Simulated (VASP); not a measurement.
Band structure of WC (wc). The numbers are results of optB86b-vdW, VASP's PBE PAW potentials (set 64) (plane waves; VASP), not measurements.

Unless said otherwise, spin-orbit coupling is left out, though it shifts the bands of the heavy elements here.

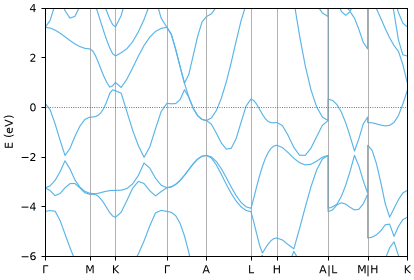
Figure: Bands along high-symmetry lines, zero at the valence-band maximum or, without a gap, the Fermi level

Problem. Read the plot: is there a gap, and where are the band edges?

Solution. It has no gap at this level: it comes out as a metal or semimetal. (Edges off the drawn lines would not show.)

The compound is WC in the wc structure. It was relaxed first.
